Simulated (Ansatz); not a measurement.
# A thicker film of BaHfO3 (001), BaO faces from two thinner ones

In a field along its normal an insulating film takes a dipole p. Written as a length, p/(ε₀AE), it should grow by 1 − 1/ε for each ångström added.

How it was computed: Ansatz 0.2.0, plane waves with PAW datasets (its set soft_2), PBE; perovskite films relaxed at a bulk in-plane lattice constant near the measured one, then held in weak fields of both signs with a dipole correction (A is the cell's area, E the outer field).

```tsv
run	distance between the outer atoms (Å)	p/(ε₀AE) (Å)
2 units	8.432	9.116
3 units	12.660	12.406
5 units	21.111	?
```

**Question.** What value belongs in the row marked “?”, and how far can the other rows tell?

Two rows fix a line: slope = (12.406 − 9.116) / (12.660 − 8.432) = 0.7781, intercept 2.5552. That slope means ε = 1/(1 − 0.7781) = 4.51. At 21.111 it gives 0.7781 × 21.111 + 2.5552 = 18.982 Å, beyond the rows fitted. Rounding of the rows alone allows about ±0.004 Å there; two rows can't show whether the line holds.

The run itself gives 19.039 Å: a miss of +0.057 Å, or 0.3 % of the value. The length is met to within 1 %, though ε is more sensitive than the length: the two thickest films give ε = 4.65.

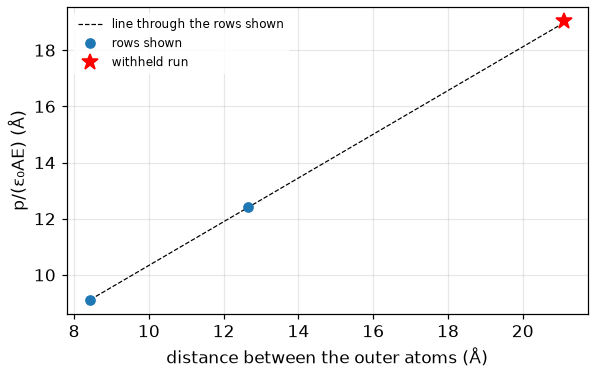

The fit and the withheld run.

**Limits.** This is the electronic response alone. A unit is one step of the cut along the normal (a plane, a pair of planes or a cell), and the layers relax along it, away from their bulk spacing where the functional's lattice constant differs from the one held.

[Logs are printed without paths, hosts, clocks, repeated set-up lines and the standing remarks that a program may print on its own settings, such as how far it seeks lower states.]
